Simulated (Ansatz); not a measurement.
**AgS4F (built on the sites of a database entry of AgClO4): a soft mode frozen in**

Which phase does AgS4F (built on the sites of a database entry of AgClO4) fall into along its unstable mode, and how much energy does it gain?

Main program and level: Ansatz 0.2.0; DFT PBEsol, scalar-relativistic, plane waves, PAW.

The structure was built from a prototype and need not be the compound's stable phase.

**1. Starting point**

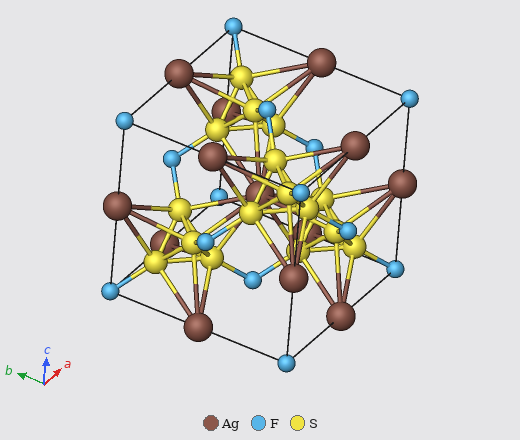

Start, viewed from a free direction; silver brown, fluorine blue, sulfur yellow. This picture shows the conventional cell, with its axes. Bonds to atoms that aren't drawn are left out. Some periodic images of atoms are drawn too.

**2. Response at finite wavevector**

The cell comes from relaxations at this level that are not shown. Stability and thermal properties need the whole zone. Linear response on a 2×2×2 q mesh gives force constants as far as a supercell of that size would.

input.yaml

```yaml
crystal:
  lattice:
    - [0.0, 4.2070857375, 4.2070857375]
    - [4.2070857375, 0.0, 4.2070857375]
    - [4.2070857375, 4.2070857375, 0.0]
  atoms:
    - { symbol: Ag, position: [0.5, 0.5, 0.5] }
    - { symbol: F, position: [0.0, 0.0, 0.0] }
    - { symbol: S, position: [0.1515227775, 0.1515227775, 0.1515227775] }
    - { symbol: S, position: [0.5454316674, 0.1515227775, 0.1515227775] }
    - { symbol: S, position: [0.1515227775, 0.1515227775, 0.5454316674] }
    - { symbol: S, position: [0.1515227775, 0.5454316674, 0.1515227775] }
kpoints:
  mp_grid: { grid: [8, 8, 8] }
hamiltonian:
  xc: pbesol
scf:
  occupations: { method: methfessel_paxton, width: 0.2 }
output:
  eigenvalues: true
phonons:
  method: dfpt
  qmesh: [2, 2, 2]
  temperatures: { t_max: 1000, t_step: 50 }
  qpath:
    path:
      - [[0.0, 0.0, 0.0], [-0.5, -0.5, 0.0], [-0.375, -0.375, 0.25]]
      - [[-0.375, 0.0, 0.375], [0.0, 0.0, 0.0], [0.0, 0.0, 0.5], [-0.5, -0.25, 0.25], [-0.5, -0.5, 0.0]]
    npoints: 10
```

On the command line:

```
> ansatz run input.yaml --threads 8 --pin off --max-ram 14336MiB --backend cpu --events-out ev --progress --plain --runs-dir out
```

Numbers of over 12 decimals in the logs are rounded to 6 here.

Log:

```text
Warning: phonons: the dynamical matrix that this run interpolates holds no multipole term above the dipole-dipole one, and a site of this crystal is no centre of inversion, so its interpolated transverse optical and acoustic branches and sound speeds can stay off near Gamma, and the density of states and the thermodynamics with them. What a run solves at a wave vector of phonons.qpoints, Gamma apart, where the deck admits one, is free of this, and under fd what a larger phonons.supercell samples
Engine: ansatz 0.2.0, aarch64-unknown-linux-gnu
Pseudopotentials: kind: paw
Pseudopotential: Ag, paw, valence charge 19, recommended cutoff 420 eV (normal), Ag.paw.azcp
Pseudopotential: F, paw, valence charge 7, recommended cutoff 420 eV (normal), F.paw.azcp
Pseudopotential: S, paw, valence charge 6, recommended cutoff 420 eV (normal), S.paw.azcp
Functional definition: PBEsol
  exchange = pbesol_x
  correlation = pbesol_c
Crystal: 6 atoms, lattice volume = 148.927 Å³
Basis set: ecut = 420 eV, 2891 PW (Γ), exchange–correlation on 80×80×80 points (8 copies of the dense FFT grid, shifted against one another)
Bands: 31, of which v1, the nominal top of the filled ones, is band 25 counted from 1 (24 counted from 0)
Symmetry: 24 space group operations
k-points: 29 of 512 (time reversal used)
Non-local potential: Ag, projectors of the file, l = 0: 3, l = 1: 2, l = 2: 2, l = 3: 1
Non-local potential: F, projectors of the file, l = 0: 2, l = 1: 2, l = 2: 1
Non-local potential: S, projectors of the file, l = 0: 2, l = 1: 2, l = 2: 2
PAW form: soft (Blöchl's): semilocal exchange-correlation on the pseudo side does not see the compensation charge
PAW frozen core: Ag, regenerated for the run's functional, and the local potential with it (the file was generated under x = pbe(κ = 0.804, μ = 0.219515), c = pbe(β = 0.066725))
PAW frozen core: F, regenerated for the run's functional, and the local potential with it (the file was generated under x = pbe(κ = 0.804, μ = 0.219515), c = pbe(β = 0.066725))
PAW frozen core: S, regenerated for the run's functional, and the local potential with it (the file was generated under x = pbe(κ = 0.804, μ = 0.219515), c = pbe(β = 0.066725))
PAW one-centre angular grid: Ag, 590 points (default); XC on 64 Gauss nodes
PAW one-centre angular grid: F, 110 points (default); XC on 64 Gauss nodes
PAW one-centre angular grid: S, 110 points (default); XC on 64 Gauss nodes
Initial density: superposition of atomic densities (neutral atoms: chi_scale 0, normalization atom), corrected by the library's trained network
Initial wavefunctions: pseudopotential atomic-orbital guess
Functional: x = pbesol(κ = 0.804, μ = 0.123457), c = pbesol(β = 0.046)
SCF iter   1: F=—  HF=-11854.709290 eV  |F-HF|=—  |Δ(HF+E_count)|=         —  Δρ=2.10e-2  dr2=1.07e0  ethr=1.77e-3  ⟨swp⟩=5.5  Hψ=3757  notcnv=0
preconditioner: auto → LDOS  [metal: Δε(μ)=0.003 eV  Ē_g=7.498 eV  σ=0.200 eV  W_gap=0.01  n_scr=26 (ndim 8)  ℏωp=19.2 eV  f_vac=0.171  D(μ)=11.98/eV (n_scr^D=136)  β→1.0]
SCF iter   2: F=—  HF=-11854.610643 eV  |F-HF|=—  |Δ(HF+E_count)|=   9.86e-2  S|Δr|=    0.00e0  Δρ=1.05e-2  dr2=3.67e-1  ethr=1.77e-3  ⟨swp⟩=2.8  Hψ=1685  notcnv=0
SCF iter   3: F=—  HF=-11854.571506 eV  |F-HF|=—  |Δ(HF+E_count)|=   3.91e-2  S|Δr|=    0.00e0  Δρ=8.71e-3  dr2=1.92e-1  ethr=7.35e-4  ⟨swp⟩=2.0  Hψ=1534  notcnv=0
SCF iter   4: F=—  HF=-11854.537672 eV  |F-HF|=—  |Δ(HF+E_count)|=   3.38e-2  S|Δr|=    0.00e0  Δρ=3.56e-3  dr2=2.53e-2  ethr=3.84e-4  ⟨swp⟩=2.7  Hψ=1890  notcnv=0
SCF iter   5: F=—  HF=-11854.533261 eV  |F-HF|=—  |Δ(HF+E_count)|=   4.41e-3  S|Δr|=    0.00e0  Δρ=1.30e-3  dr2=2.27e-3  ethr=5.05e-5  ⟨swp⟩=2.3  Hψ=1550  notcnv=0
SCF iter   6: F=—  HF=-11854.533200 eV  |F-HF|=—  |Δ(HF+E_count)|=   6.11e-5  S|Δr|=    0.00e0  Δρ=4.93e-4  dr2=4.58e-4  ethr=4.55e-6  ⟨swp⟩=2.5  Hψ=1652  notcnv=0
SCF iter   7: F=—  HF=-11854.533246 eV  |F-HF|=—  |Δ(HF+E_count)|=   4.59e-5  S|Δr|=    0.00e0  Δρ=1.36e-4  dr2=4.02e-5  ethr=9.16e-7  ⟨swp⟩=2.5  Hψ=1332  notcnv=0
SCF iter   8: F=—  HF=-11854.533226 eV  |F-HF|=—  |Δ(HF+E_count)|=   2.00e-5  S|Δr|=    0.00e0  Δρ=4.59e-5  dr2=3.91e-6  ethr=8.03e-8  ⟨swp⟩=2.0  Hψ=1354  notcnv=0
SCF iter   9: F=—  HF=-11854.533232 eV  |F-HF|=—  |Δ(HF+E_count)|=   6.31e-6  S|Δr|=    0.00e0  Δρ=1.64e-5  dr2=4.25e-7  ethr=7.81e-9  ⟨swp⟩=2.1  Hψ=1450  notcnv=0
SCF iter  10: F=—  HF=-11854.533232 eV  |F-HF|=—  |Δ(HF+E_count)|=   2.35e-8  S|Δr|=    0.00e0  Δρ=2.81e-6  dr2=2.92e-8  ethr=8.50e-10  ⟨swp⟩=2.5  Hψ=1415  notcnv=0
[...]
SCF 1 converged in 15 iterations: F = -11854.533232 eV  dr2 = 1.80e-12
  greatest PAW one-centre occupation: 1.001 electrons in one spin orbital (limit 2), on the Ag atom at site 0 (counted from 0), in its partial waves of l = 0
Initial density: read from a saved state, or passed on in memory by an earlier SCF of this step, an earlier step, the calling program or the single point that the run made first
[...]
SCF iter   1: F=—  HF=-11854.533231 eV  |F-HF|=—  |Δ(HF+E_count)|=         —  Δρ=6.99e-7  dr2=7.45e-10  ethr=6.54e-7  ⟨swp⟩=3.0  Hψ=6304  notcnv=0
eigensolver tolerance schedule: the retry pair's looser diagonalisation over-reported the residual by 438863.90 of it (diagonalisation noise at an unbounded share of the residual, at the tolerance the schedule requests for it); recorded, not acted on — ethr = c·dr2/N_el stays at c = 1.0e-1
preconditioner: auto → LDOS  [metal: Δε(μ)=0.005 eV  Ē_g=7.460 eV  σ=0.200 eV  W_gap=0.02  n_scr=26 (ndim 8)  ℏωp=19.2 eV  f_vac=0.158  D(μ)=12.89/eV (n_scr^D=168)  β→1.0]
SCF iter   2: F=—  HF=-11854.533232 eV  |F-HF|=—  |Δ(HF+E_count)|=   1.26e-6  S|Δr|=    0.00e0  Δρ=8.73e-7  dr2=1.49e-9  ethr=1.49e-12  ⟨swp⟩=3.7  Hψ=2535  notcnv=0
SCF iter   3: F=—  HF=-11854.533232 eV  |F-HF|=—  |Δ(HF+E_count)|=  3.22e-10  S|Δr|=    0.00e0  Δρ=4.05e-7  dr2=1.91e-10  ethr=1.49e-12  ⟨swp⟩=2.0  Hψ=1447  notcnv=0
SCF iter   4: F=—  HF=-11854.533232 eV  |F-HF|=—  |Δ(HF+E_count)|=  9.09e-12  S|Δr|=    0.00e0  Δρ=2.78e-7  dr2=1.20e-10  ethr=1.00e-12  ⟨swp⟩=1.0  Hψ=899  notcnv=0
SCF iter   5: F=—  HF=-11854.533232 eV  |F-HF|=—  |Δ(HF+E_count)|=  1.27e-11  S|Δr|=    0.00e0  Δρ=1.94e-7  dr2=5.98e-11  ethr=1.00e-12  ⟨swp⟩=1.0  Hψ=899  notcnv=0
SCF iter   6: F=—  HF=-11854.533232 eV  |F-HF|=—  |Δ(HF+E_count)|=  7.28e-12  S|Δr|=    0.00e0  Δρ=1.68e-7  dr2=4.46e-11  ethr=1.00e-12  ⟨swp⟩=1.0  Hψ=899  notcnv=0
SCF iter   7: F=—  HF=-11854.533232 eV  |F-HF|=—  |Δ(HF+E_count)|=  5.46e-12  S|Δr|=    0.00e0  Δρ=2.13e-7  dr2=7.10e-11  ethr=1.00e-12  ⟨swp⟩=1.0  Hψ=899  notcnv=0
SCF iter   8: F=—  HF=-11854.533232 eV  |F-HF|=—  |Δ(HF+E_count)|=  7.28e-12  S|Δr|=    0.00e0  Δρ=1.26e-7  dr2=2.45e-11  ethr=1.00e-12  ⟨swp⟩=1.0  Hψ=899  notcnv=0
SCF iter   9: F=—  HF=-11854.533232 eV  |F-HF|=—  |Δ(HF+E_count)|=  5.46e-12  S|Δr|=    0.00e0  Δρ=9.38e-8  dr2=1.37e-11  ethr=1.00e-12  ⟨swp⟩=1.0  Hψ=899  notcnv=0
SCF iter  10: F=-11854.533232 eV  HF=-11854.533232 eV  |F-HF|=0.00e0  |Δ(HF+E_count)|=  1.82e-12  S|Δr|=    0.00e0  Δρ=3.66e-9  dr2=1.69e-14  ethr=1.00e-12  ⟨swp⟩=3.0  Hψ=1733  notcnv=0
SCF 2 converged in 10 iterations: F = -11854.533232 eV  dr2 = 1.69e-14
phonons: the bands overlap, so this run is a metal and interpolates without the dipole-dipole term. If the crystal is really an insulator or semiconductor, its LO-TO splitting is missing
NSCF: frozen V_eff on 29 k-points
NSCF: frozen V_eff on 150 k-points
DFPT response loops at q = (0, 0, 0) (fractional): preconditioner auto → none (partly filled bands, converged f_vac=0.158); β = 0.50; Broyden in place of MSR1
NSCF: frozen V_eff on 520 k-points
DFPT response loops at q = (0, 0, -0.5) (fractional): mixed as the last ones told, above
NSCF: frozen V_eff on 520 k-points
DFPT response loops at q = (0, -0.5, -0.5) (fractional): mixed as the last ones told, above
SCF converged after 15 iterations
Stability not checked: this state was not tested for a lower state beside it, because cold or Methfessel-Paxton smearing, or corrected tetrahedra, fill the levels in a way that the test cannot read (fill_not_monotonic; see scf.lower_state_search)
Free energy (F): -11854.533232 eV
Harris-Foulkes:  -11854.533232 eV  (|F-HF|=1.82e-12)
Internal energy: -11854.503793 eV  (E = F + TS)
E sigma→0 (E₀):  -11854.525872 eV
Entropy (-TS):   -0.029439 eV (-4.907 meV/atom)
Fermi energy:    4.391869 eV
--- Per-component energies (eV) ---
  E_band       = -564.427888
  E_kinetic    = 1149.054240
  E_local      = -5329.127718  (includes V_loc(G=0)·N_el)
  E_nonlocal   = 278.544285
  E_hartree    = 2255.512427
  E_xc         = -637.114690
  E_vxc        = -672.278712  (∫ρ·V_xc dr)
  E_paw        = -6366.986891  (= ΣΔE_a)
  E_vpaw       = -501.647151  (= ΣTr[D̂ρ^β])
  E_aug_tail   = 0.002294  (compensation charges beyond the density's cutoff)
  E_ewald      = -3205.000720
  E_core_change = 0.612979  (= ΣΔE_core)
  E_smearing   = -0.029439  (= −TS)
  E_closure    = 0.000000  (closes the sum)
  Σ components = -11854.533232   (vs F -11854.533232, Δ=0.00e0)
--- Band table (eV; the first three rows and the last of 29) ---
  k-point 0: bands = [... 21 lower, 1.6024, 1.6024, 4.4901, 4.9959, 4.9959, 4.9959, 6.0738, 6.0738, ... 2 higher]
  k-point 1: bands = [... 21 lower, 1.6424, 1.6424, 4.5334, 4.8547, 4.8547, 4.9987, 6.0307, 6.1050, ... 2 higher]
  k-point 2: bands = [... 21 lower, 1.6280, 1.6280, 4.4464, 4.5725, 4.5725, 5.0056, 6.0915, 6.1464, ... 2 higher]
  k-point 28: bands = [... 21 lower, 1.3837, 1.6076, 4.0274, 4.2983, 4.3820, 4.5690, 5.2274, 6.0723, ... 2 higher]
--- Phonons (Γ-DFPT): 3 representative perturbations + reference (Σ response iterations 10) ---
  ASR residual: 4.024e-5 → 0.000e0 eV/Å²; symmetrization residual: 7.574e-7 eV/Å²
  ASR residual per site (eV/Å²): 2.16e-7 4.02e-5 6.13e-6 6.13e-6 6.13e-6 6.13e-6
  Γ frequencies (cm⁻¹): -435.30 -435.30 -392.17 -392.17 -392.17 -81.25 -81.25 -81.25 -52.78 -52.78 -52.78 -35.06 -35.06 -35.06 0.00 0.00 0.00 324.40
--- Phonons (arbitrary-q DFPT): 3 irreducible q on the 2×2×2 mesh ---
  q = [0.0000, 0.0000, 0.0000] (star 1, of the zone-centre solve; hermiticity 2.28e-7, symmetrization 3.19e-12): -435.30 -435.30 -392.17 -392.17 -392.17 -81.25 -81.25 -81.25 -52.78 -52.78 -52.78 -35.06 -35.06 -35.06 -0.00 -0.00 0.00 324.40
  q = [0.0000, 0.0000, -0.5000] (star 4, 5 solved perturbations in 860 linear systems a pass and spin channel, the states on 260 of 512 k-point pairs; hermiticity 1.44e-5, symmetrization 1.93e-6): -472.77 -472.77 -393.12 -375.91 -375.91 -170.55 -170.55 -95.66 -80.55 -80.55 -68.37 -40.61 -40.36 -40.36 62.20 62.20 125.79 357.81
  q = [0.0000, -0.5000, -0.5000] (star 3, 6 solved perturbations in 718 linear systems a pass and spin channel, the states on 260 of 512 k-point pairs; hermiticity 1.05e-5, symmetrization 4.23e-6): -498.48 -462.99 -396.53 -396.53 -348.25 -173.11 -173.11 -160.15 -109.30 -109.30 -40.73 -40.73 -40.63 88.29 104.07 104.07 117.80 362.36
  sum rule: each row above includes the acoustic sum rule's correction from the zone centre's row sums; it moved no ω² by more than (0.76 cm⁻¹)²
  mesh force constants: q→R imaginary residual 1.11e-17; ASR residual 4.024e-5 → 0.000e0 eV/Å²; symmetrization residual 7.105e-15 eV/Å²
  interpolated dispersion: 62 rows × 18 modes
  density of states and harmonic sums: on the 14×14×14 q-mesh, interpolated from the force constants of a 2×2×2 supercell (no non-analytic term)
  largest difference from the sums on the solved wave vectors: F 1.79e-2 eV, S 3.21e-5 and C_V 1.41e-5 eV/K
  zero-point energy: 0.041458 eV/cell   skipped modes (ω ≤ 0): 1436, of them read as no rigid motion or as one in doubt: 1433 (1.383e1 modes/cell left out, lowest -498.48 cm⁻¹)   left out of the sums: 7.69e-1 of the cell's modes: C_V's classical limit lies that fraction below 3 k_B per atom; for a crystal, a wire or a layer, F and S can be off by more, and a phonons.interpolated_qmesh denser along its periods is the remedy for the sampling
```

It took 2 min on 8 threads of Arm Neoverse V2, shared host; peak memory 2.9 GiB.

This step gave:

- volume per atom: 24.82 Å³
- gap on the k-mesh: 0 eV
- sum-rule residual before enforcement: 4.02e-5 eV/Å²
- lowest frequency on the path: -498.5 cm⁻¹
- point group: -43m
- highest frequency on the path or at a solved wavevector: 362.4 cm⁻¹
- highest optical mode at the zone centre (no LO-TO term): 324.4 cm⁻¹
- lowest optical zone-centre mode: -435.3 cm⁻¹
- lowest mode on the q mesh (acoustic modes at Γ apart): -498.5 cm⁻¹

Frequencies (cm⁻¹) solved at each irreducible wavevector; negative means imaginary. Frequencies by wavevector, by row:

| q in reciprocal lattice units | star | mode 1 | mode 2 | mode 3 | mode 4 | mode 16 | mode 17 | mode 18 |
| --- | --- | --- | --- | --- | --- | --- | --- | --- |
| 0 0 0 | 1 | -435.3 | -435.3 | -392.2 | -392.2 | 0 | 0 | 324.4 |
| 0 0 -0.5 | 4 | -472.8 | -472.8 | -393.1 | -375.9 | 62.2 | 125.8 | 357.8 |
| 0 -0.5 -0.5 | 3 | -498.5 | -463 | -396.5 | -396.5 | 104.1 | 117.8 | 362.4 |

Interpolated from a 2×2×2 q mesh. The phonon branches at the labelled points (cm⁻¹):

| point | branch 1 | branch 2 | branch 3 | branch 4 | branch 15 | branch 16 | branch 17 | branch 18 |
| --- | --- | --- | --- | --- | --- | --- | --- | --- |
| Γ | -435 | -435 | -392 | -392 | 0 | 0 | 0 | 324 |
| X | -498 | -463 | -396 | -396 | 104 | 104 | 118 | 362 |
| U | -491 | -470 | -392 | -388 | 96 | 126 | 141 | 361 |
| jump to K | -491 | -470 | -392 | -388 | 96 | 126 | 141 | 361 |
| Γ | -435 | -435 | -392 | -392 | 0 | 0 | 0 | 324 |
| L | -473 | -473 | -393 | -376 | 62 | 62 | 126 | 358 |
| W | -490 | -473 | -393 | -383 | 94 | 139 | 147 | 360 |
| X | -498 | -463 | -396 | -396 | 104 | 104 | 118 | 362 |

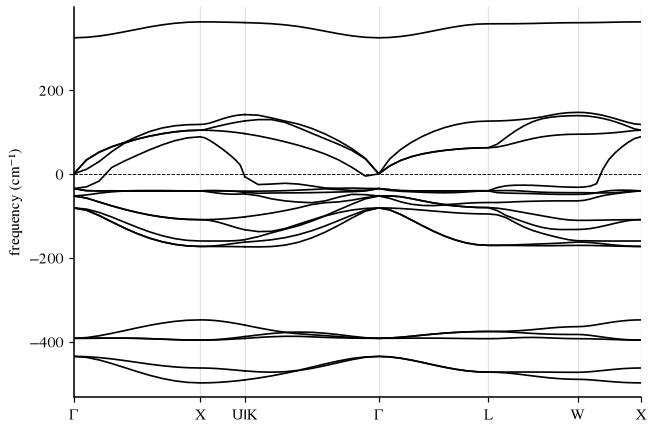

Phonon branches along the path.

Symmetry leaves 3 wavevectors to solve. The lowest mode among them, the acoustic zeros apart, lies at q = (0, -0.5, -0.5) and is imaginary, 498.5i cm⁻¹, so the energy falls along it.

**3. The mode frozen in, largest atomic shift 0 Å**

The mode followed lies at q = (0, -0.5, -0.5) with frequency 498.5i cm⁻¹, the softest among the wavevectors solved. At small amplitude the distorted cell has space group no. 115 by a symmetry search on the positions. The undistorted cell that holds it gives the zero of energy on the same k mesh.

System of this step: AgS4F (built on the sites of a database entry of AgClO4). The structure is cubic, space group F-43m (No. 216). The conventional cell has a = 8.414 Å, b = 8.414 Å, c = 8.414 Å, α = 90.00°, β = 90.00°, γ = 90.00°. Ag has 12 S at 3.44 Å nearest. Nearest to F lie 4 S at 2.21 Å. Nearest to S lie 1 F at 2.21 Å and 3 S at 2.34 Å. Farther neighbours and most contacts between anions are not listed.

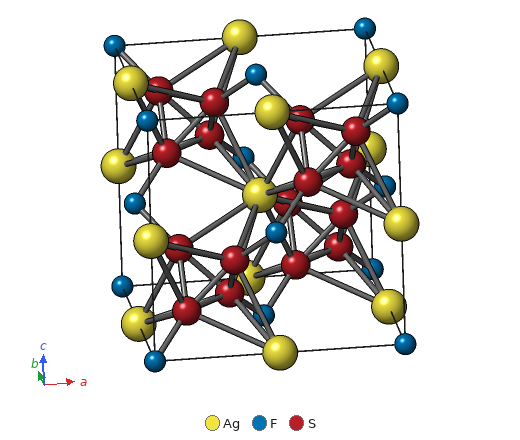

The cell of this step (silver yellow, fluorine blue, sulfur red). Bonds to atoms that aren't drawn are left out. Some periodic images of atoms are drawn too.

input.yaml

```yaml
crystal:
  lattice:
    - [0.0, -4.2070857375, -4.2070857375]
    - [0.0, 4.2070857375, -4.2070857375]
    - [8.414171475, 0.0, 0.0]
  atoms:
    - { symbol: Ag, position: [0.5, 0.5, 0.0] }
    - { symbol: Ag, position: [0.0, 0.0, 0.5] }
    - { symbol: F, position: [0.5, 0.5, 0.5] }
    - { symbol: F, position: [1.0, 0.0, 0.0] }
    - { symbol: S, position: [0.1969544449, 0.5, 0.6515227775] }
    - { symbol: S, position: [0.696954445, 0.0, 0.1515227775] }
    - { symbol: S, position: [0.803045555, 0.5, 0.6515227775] }
    - { symbol: S, position: [0.303045555, 1.0, 0.1515227775] }
    - { symbol: S, position: [0.0, 0.6969544449, 0.8484772225] }
    - { symbol: S, position: [0.5, 0.196954445, 0.3484772225] }
    - { symbol: S, position: [0.0, 0.303045555, 0.8484772225] }
    - { symbol: S, position: [0.5, 0.803045555, 0.3484772225] }
kpoints:
  mp_grid: { grid: [6, 6, 4] }
hamiltonian:
  xc: pbesol
scf:
  occupations: { method: methfessel_paxton, width: 0.2 }
output:
  forces: true
  stress: true
  eigenvalues: true
```

Log:

```text
[...]
Crystal: 12 atoms, lattice volume = 297.854 Å³
Basis set: ecut = 420 eV, 5805 PW (Γ), exchange–correlation on 80×80×120 points (8 copies of the dense FFT grid, shifted against one another)
Bands: 62, of which v1, the nominal top of the filled ones, is band 50 counted from 1 (49 counted from 0)
Symmetry: 16 space group operations
[...]
k-point 0: bands = [... 46 lower, 3.7352, 4.1465, 4.4159, 4.4159, 4.4904, 4.9954, 4.9954, 4.9955, ... 8 higher]
  k-point 1: bands = [... 46 lower, 3.9904, 4.2591, 4.4752, 4.4752, 4.5467, 4.8575, 4.8761, 4.8761, ... 8 higher]
  k-point 2: bands = [... 46 lower, 4.4162, 4.4162, 4.5459, 4.5459, 4.6476, 4.6476, 4.6476, 4.6476, ... 8 higher]
  k-point 29: bands = [... 46 lower, 4.0269, 4.0269, 4.2979, 4.2979, 4.3816, 4.3816, 4.5688, 4.5688, ... 8 higher]
[key lines of the parts left out:]
SCF converged after 11 iterations
Free energy (F): -23709.067514 eV
Fermi energy:    4.391967 eV
P = ⅓ Tr σ = 0.0094 GPa (0.094 kbar)
```

Run time: 5.8 s. Hardware: 8 threads; peak memory 1.2 GiB; 44 s of CPU time.

This step gave:

```yaml
pressure: 0.009440 GPa
energy_from_the_undistorted_cell: 0 meV/atom
```

The run ends at a pressure of 0.01 GPa, with forces up to 0.0030 eV/Å.

**4. The mode frozen in, largest atomic shift 0.45 Å**

The atoms are moved along the unstable eigenvector, the largest shift by 0.45 Å, with the cell fixed.

input.yaml

```yaml
crystal:
  lattice:
    - [0.0, -4.2070857375, -4.2070857375]
    - [0.0, 4.2070857375, -4.2070857375]
    - [8.414171475, 0.0, 0.0]
  atoms:
    - { symbol: Ag, position: [0.5, 0.5, 0.0042138555] }
    - { symbol: Ag, position: [0.0, 0.0, 0.4957861445] }
    - { symbol: F, position: [0.5, 0.5, 0.5442512893] }
    - { symbol: F, position: [1.0, 0.0, -0.0442512893] }
    - { symbol: S, position: [0.1590927519, 0.5, 0.6052249913] }
    - { symbol: S, position: [0.734816138, 0.0, 0.1978205638] }
    - { symbol: S, position: [0.8409072481, 0.5, 0.6052249913] }
    - { symbol: S, position: [0.265183862, 1.0, 0.1978205638] }
    - { symbol: S, position: [0.0, 0.6590927519, 0.8947750087] }
    - { symbol: S, position: [0.5, 0.234816138, 0.3021794362] }
    - { symbol: S, position: [0.0, 0.3409072481, 0.8947750087] }
    - { symbol: S, position: [0.5, 0.765183862, 0.3021794362] }
kpoints:
  mp_grid: { grid: [6, 6, 4] }
hamiltonian:
  xc: pbesol
scf:
  occupations: { method: methfessel_paxton, width: 0.2 }
output:
  forces: true
  stress: true
  eigenvalues: true
```

Log:

```text
[...]
Crystal: 12 atoms, lattice volume = 297.854 Å³
Basis set: ecut = 420 eV, 5805 PW (Γ), exchange–correlation on 80×80×120 points (8 copies of the dense FFT grid, shifted against one another)
Bands: 62, of which v1, the nominal top of the filled ones, is band 50 counted from 1 (49 counted from 0)
Symmetry: 8 space group operations
[...]
k-point 0: bands = [... 46 lower, 3.3286, 3.5496, 3.5496, 4.1085, 4.1085, 4.3059, 4.3814, 5.1487, ... 8 higher]
  k-point 1: bands = [... 46 lower, 3.3117, 3.5466, 3.5466, 4.1678, 4.1678, 4.4139, 4.4356, 5.0349, ... 8 higher]
  k-point 2: bands = [... 46 lower, 3.3425, 3.5434, 3.5434, 4.2379, 4.2379, 4.4913, 4.5737, 4.8677, ... 8 higher]
  k-point 29: bands = [... 46 lower, 3.5551, 3.6784, 3.8725, 4.3636, 4.3636, 4.5733, 5.2303, 5.4508, ... 8 higher]
[key lines of the parts left out:]
SCF converged after 11 iterations
Free energy (F): -23712.654438 eV
Fermi energy:    4.307621 eV
P = ⅓ Tr σ = 2.9930 GPa (29.930 kbar)
```

The job ended after 5.8 s (8 threads; peak memory 1.2 GiB; 44 s of CPU time).

Numbers from this step:

* pressure: 2.993 GPa
* energy from the undistorted cell: -299.0 meV/atom

The energy, extrapolated to zero smearing, is -299.01 meV/atom against the undistorted cell.

The run ends at a pressure of 2.99 GPa, with forces up to 2.0 eV/Å.

(Part 1 of 2 ends here.)

[Logs are printed without paths, hosts, clocks, repeated set-up lines and the standing remarks that a program may print on its own settings, such as how far it seeks lower states.]

[Hosts, paths, dates, database ids (printed as entryN), source tags and the programs' standing remarks are cut or masked in the printed files.]
